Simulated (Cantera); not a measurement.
Charge: 1 mol SiC, 0.16 mol O2, 260 mol N2, equilibrated at 6.90 mbar.

These are equilibrium values from Cantera (NASA tables, ideal gas, pure condensed phases), not measurements of a reactor. Candidate condensed phases: C, Si, SiC, SiO2, Si2N2O, Si3N4; 34 gas species. N2 is the only nitrogen source here; it is nearly inert below about 1500 K, so the nitride shown seldom forms there in practice. Mutual solubility and eutectic melting of coexisting phases are not modelled. The tables' values for SiN are old estimates; treat these amounts as uncertain. Kinetics and transport are ignored.

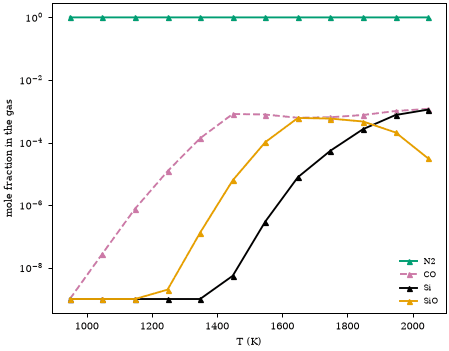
*Equilibrium gas composition (values under 1e-9 drawn at 1e-9)*

From 948 K to 1248 K the condensed part is C(graphite) + Si2N2O(s) + Si3N4(s). At 1348 K the condensed part is C(graphite) + SiC(s) + Si2N2O(s). From 1448 K to 1548 K the condensed part is SiC(s) + Si2N2O(s). From 1648 K to 2048 K the condensed part is SiC(s).
